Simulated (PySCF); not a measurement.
Consider LaCl (triplet).

```json
{"atom": "La", "x (Å)": "0.0000", "y (Å)": "0.0000", "z (Å)": "-0.5126"}
{"atom": "Cl", "x (Å)": "0.0000", "y (Å)": "0.0000", "z (Å)": "2.0364"}
```

Computed with PySCF 2.14.0, PBE0/x2c-TZVPall, spin-free X2C-1e, Gaussian nucleus, at a bond length of 2.549 Å.

Predict the electron density, electron localisation function and spin density between the atoms.

La–Cl (2.55 Å): ρ at the midpoint is about 0.5 e/Å³; the ELF peaks at about 0.85 in the valence shell of Cl, 0.8 Å from its nucleus, and drops to about 0.30 between the two atoms; a closed-shell, largely ionic contact.
The unpaired spin (2 electrons) lies mostly on La1 (about 2.0), in electrons by Hirshfeld's partition.

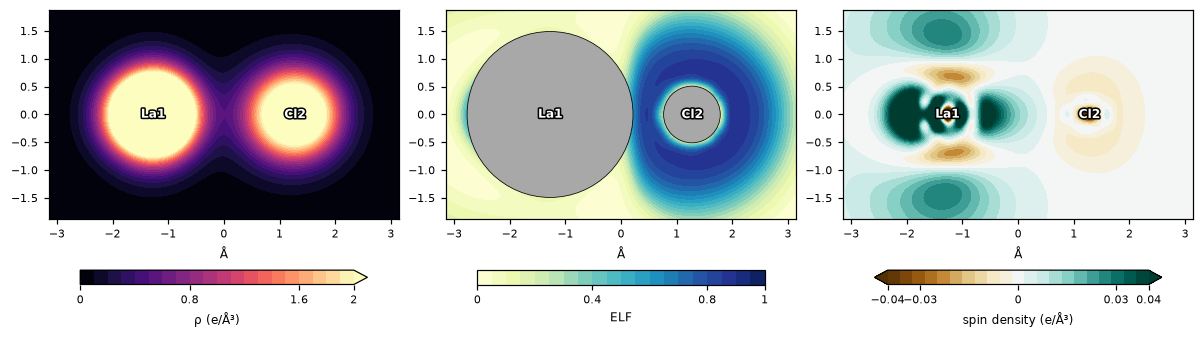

Computed electron density, electron localisation function and spin density on a plane that holds the molecular axis, in this order. Grey discs cover the atomic cores in the ELF map. 
